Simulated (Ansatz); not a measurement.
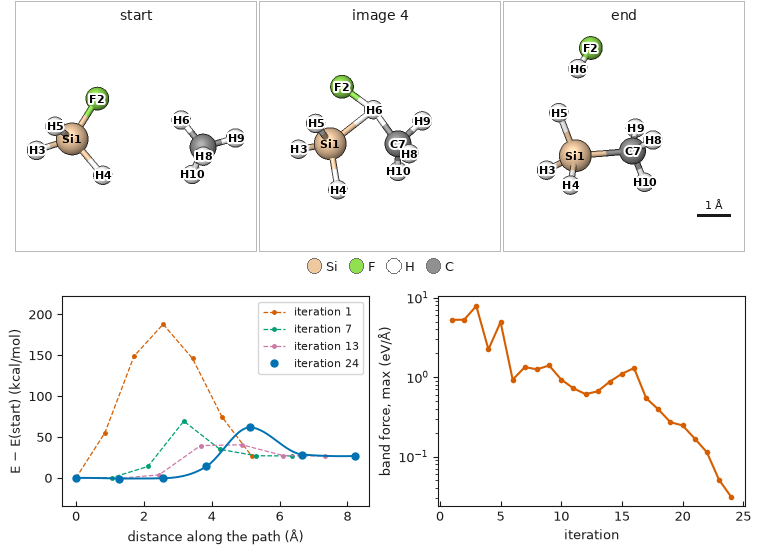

A nudged-elastic-band calculation for CH7FSi, made up of SiH3F and CH4. Images are numbered from 0 (start) to 6 (end). The plot follows the band through its iterations. A ball-and-stick model, seen at a tilt.

Theory: RKS PBE0-D4/def2-SVP in Ansatz 0.2.0. Set-up: 5 movable images; climbing image.

Question: Did the band converge, and can the barrier be trusted?

Answer: The run is converged, with reservations. The band converged in 24 iterations. The largest component of the band force went from 5.3 to 0.031 eV/Å. The climbing image converged on the top of the path. Its curvatures weren't checked. The largest force component is 0.96 eV/Å at the start and 0.29 eV/Å at the end; an end with forces this large is no minimum, and the barrier measured from it can be far off. The first iteration put the highest image at 188.1 kcal/mol. Forward barrier 61.8 kcal/mol, backward barrier 34.9 kcal/mol, with image 4 at the top; the reaction energy is +26.9 kcal/mol. Image 1 lies below both ends, at −0.7 kcal/mol, so an end isn't at the bottom of its valley.

Limits of the set-up: the start holds two separate molecules, 2.7 Å apart at their closest, whose relative position is a soft coordinate.

The run took 4.7 min on 2 threads of Intel Xeon Platinum 8259CL @ 2.50GHz (shared host).
